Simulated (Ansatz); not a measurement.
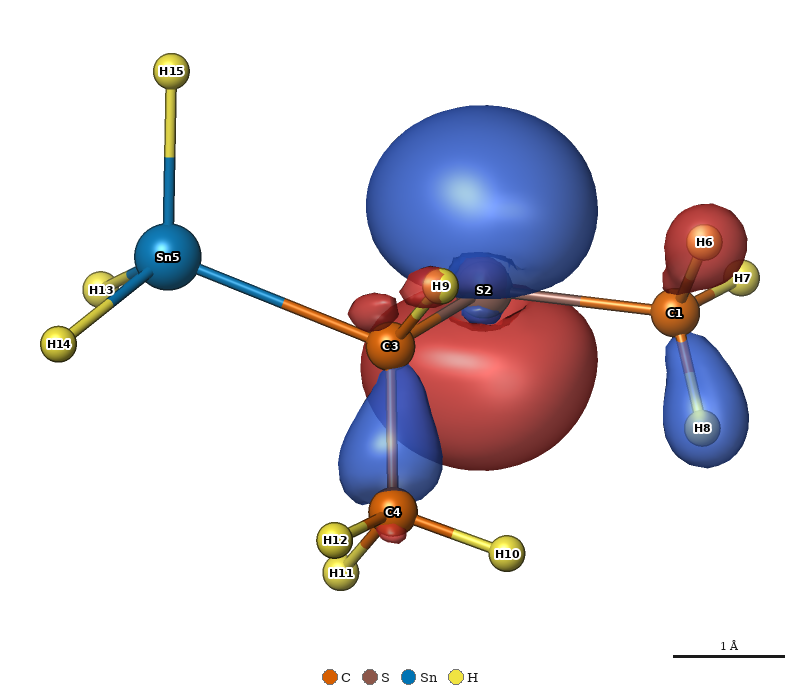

C₃H₁₀SSn. The HOMO at ±0.15 Å⁻³ᐟ² (blue and red are the two phases), seen at a tilt.

Core potentials replace the inner electrons of Sn.

Computed with RKS PBE0-D4/def2-SVP in Ansatz.

```xyz
15

C    -1.6542    0.6636    1.7829
S     0.0582    0.8589    1.2399
C     0.0349    0.0038   -0.3568
C    -0.0319   -1.5120   -0.2511
Sn    1.8014    0.7127   -1.4216
H    -2.3539    1.1302    1.0723
H    -1.7403    1.1794    2.7501
H    -1.9230   -0.3933    1.9290
H    -0.8170    0.3940   -0.9407
H    -0.9448   -1.8406    0.2735
H     0.8283   -1.9121    0.3075
H    -0.0424   -1.9821   -1.2482
H     3.1454    0.7027   -0.3604
H     2.0991   -0.3512   -2.7371
H     1.5185    2.2952   -2.0100
```

### Where does this orbital lie, and at what energy?

Its weight (Hirshfeld) is mainly on S2 (about 75 %); largely a lone pair of S2. Its energy is −6.26 eV.
